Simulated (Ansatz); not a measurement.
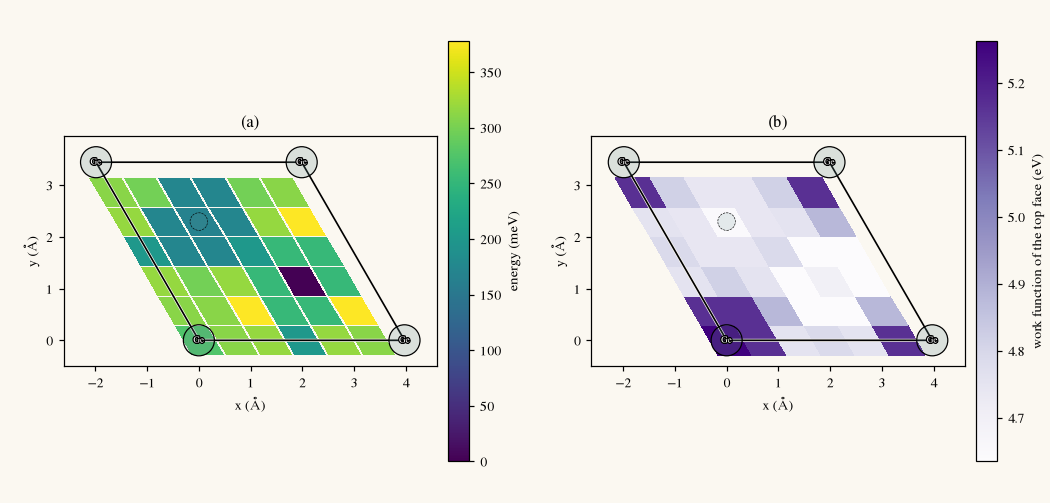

Si on a Ge(111) slab cut from the Fd-3m phase, its upper half relaxed before the scan (4 atoms of substrate and one adsorbate in a 1 × 1 cell). Si is moved over the surface cell; relaxed at each place: the height of the adsorbate's atoms; substrate rigid; the origin of the map has the adsorbate above Ge4. Places are given modulo a cell vector. The map is drawn in real space over the plane of the surface. Grid: 6 × 6 points; 10 points were computed and 26 follow by symmetry. Energies: meV, counted from the lowest grid point. With one adsorbate in each 1 × 1 cell, its nearest image is 4.0 Å away, so neighbouring adsorbates interact. Method: DFT LDA, scalar-relativistic, plane waves, PAW (Ansatz). Settings: cutoff 420 eV, k-mesh 9×9×1, gaussian smearing 0.1 eV, no spin polarisation.

Panel (a) is the energy and panel (b) the computed work function of the top face on the same grid.

In the figure: one coloured cell a grid point, labelled circles for the atoms of the top layer and small ones for the second layer, the outline of one cell of the plane.

How does the work function of the top face vary over the map, and what is it at the lowest grid point?

Answer. It runs from 4.63 eV at (3/6, 1/6) of the cell vectors [nearest 1 Ge at 2.38 Å] to 5.26 eV at the top site over a surface Ge atom, (0/6, 0/6) of the cell vectors. At the lowest grid point, a threefold hollow, (4/6, 2/6) of the cell vectors, it is 4.70 eV.

PAW datasets: the set soft_1.
